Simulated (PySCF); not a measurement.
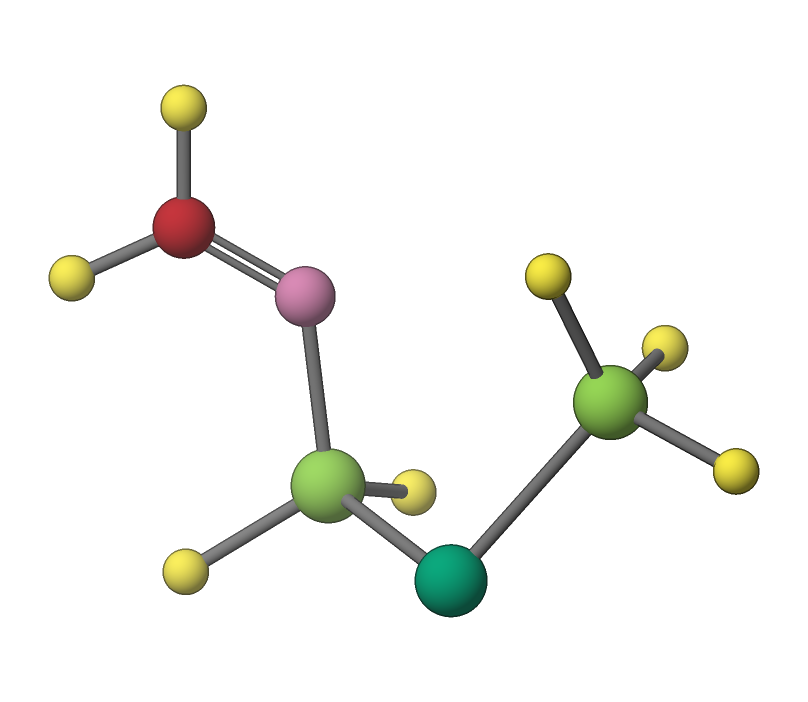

Ball-and-stick drawing of a structure. Double and triple bonds are drawn as two and three sticks. Colours: carbon red, nitrogen pink, silicon green, sulfur teal, hydrogen yellow.

The computed structure is the end point of a PBE0-D3(BJ)/def2-SVP optimisation. No frequency run is at hand to confirm it as a minimum.

> Give the formula.

CH7NSSi2, 12 atoms: 1 carbon, 7 hydrogen, 1 nitrogen, 1 sulfur and 2 silicon.

> Describe its rings.

It has no ring.

More results for the same structure follow; atom numbers are the same in all pictures, views and colours differ.

Symmetry

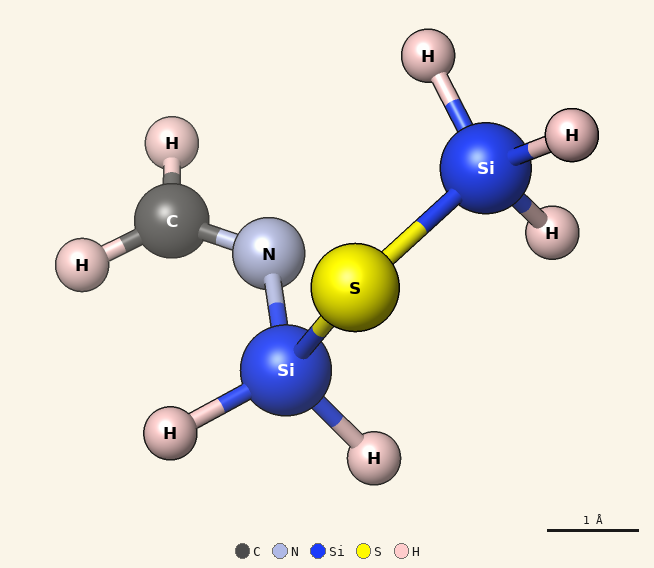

Distant atoms are faded towards the background colour. No frequency run is at hand to confirm it as a minimum. Masses are those of the most abundant isotopes; constants are for the rigid equilibrium geometry.

> What kind of rotor is it, and what are its rotational constants in MHz?

An asymmetric top (C1): A = 3632, B = 1612, C = 1250 MHz. Ray's parameter κ is −0.70, nearer the prolate limit.

Bond orders

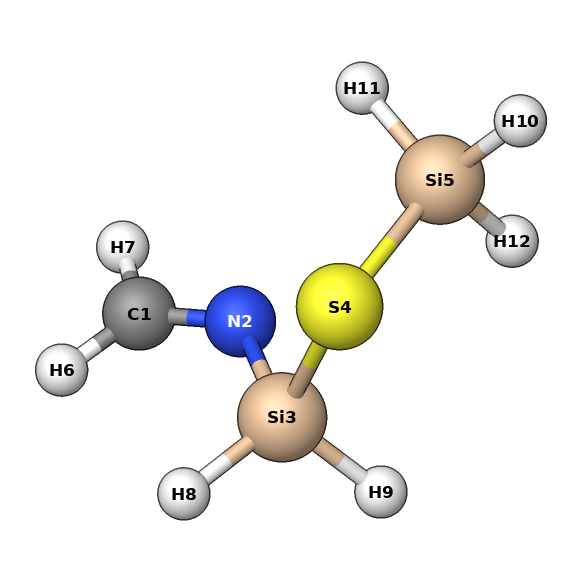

Every bond is drawn as one stick. No frequency run is at hand to confirm it as a minimum. Level of theory: PBE0/cc-pVTZ (PySCF 2.14.0).

List the Mayer bond orders of C1–N2, C1–H6, C1–H7, N2–Si3, Si3–S4, Si3–H8, Si3–H9, S4–Si5, Si5–H10, Si5–H11, Si5–H12.

| bond | Mayer order | length (Å) |
| --- | --- | --- |
| C1–N2 | 1.96 | 1.261 |
| C1–H6 | 0.93 | 1.111 |
| C1–H7 | 0.93 | 1.106 |
| N2–Si3 | 1.12 | 1.752 |
| Si3–S4 | 1.12 | 2.138 |
| Si3–H8 | 0.93 | 1.497 |
| Si3–H9 | 0.95 | 1.490 |
| S4–Si5 | 1.09 | 2.161 |
| Si5–H10 | 0.96 | 1.492 |
| Si5–H11 | 0.96 | 1.489 |
| Si5–H12 | 0.96 | 1.491 |

Electronic properties

No frequency run is at hand to confirm it as a minimum. Properties computed with B97-2/pcSseg-2, gas phase (PySCF 2.14.0).

What does the calculation give?

- dipole moment: 2.17 D
- HOMO energy (Kohn–Sham orbital): −7.13 eV
- LUMO energy (Kohn–Sham orbital): −1.38 eV
- HOMO–LUMO gap: 5.75 eV

NMR shielding

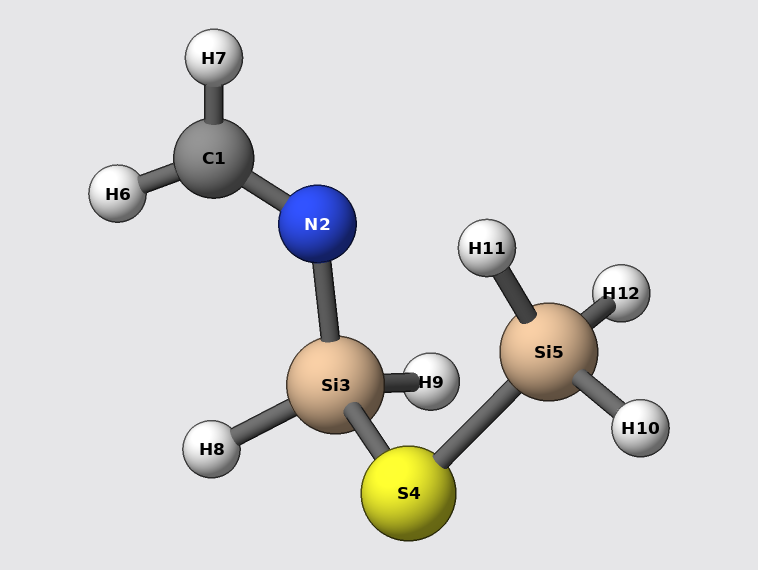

No frequency run is at hand to confirm it as a minimum. Method: GIAO BP86/pcSseg-2 NMR shielding, non-relativistic, gas phase (PySCF 2.14.0). Principal shieldings σ11 ≤ σ22 ≤ σ33, span Ω = σ33 − σ11, skew κ = 3(σiso − σ22)/Ω.

Give the shielding tensors of the N atoms.

| atom | σ11 | σ22 | σ33 | σiso | Ω | κ |
| --- | --- | --- | --- | --- | --- | --- |
| N2 | −523.6 | −203.3 | 252.0 | −158.3 | 775.6 | 0.17 |

Shieldings and span in ppm.
